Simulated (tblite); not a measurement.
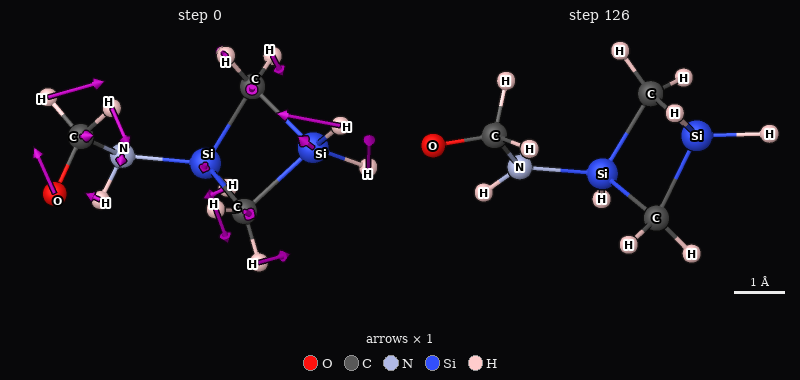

The structure of C$_{3}$H$_{10}$NOSi$_{2}$ (multiplicity 2) before (left) and after (right) a relaxation, at one scale. The purple arrows give the displacements, at their true length.

A ball-and-stick model, seen face on.

Computed with tblite 0.8.0, GFN2-xTB geometry optimisation, gas phase. 

Describe what moved and what it gained.

An H atom moves most after the best rigid fit: 1.38 Å. By element the largest moves are H 1.38 Å, O 1.07 Å, Si 0.53 Å, C 0.42 Å, N 0.31 Å. Near-neighbour distances that change, for instance: N–Si 1.679 → 1.727 Å, C–O 1.323 → 1.283 Å, C–H 1.089 → 1.127 Å, C–Si 1.884 → 1.921 Å. Bond angles that change, for instance: O–C–N 103.1° → 117.6°, C–N–H 99.5° → 111.5°, Si–N–H 109.7° → 121.5°. The energy falls by 76.9 kJ/mol in 126 geometry steps.
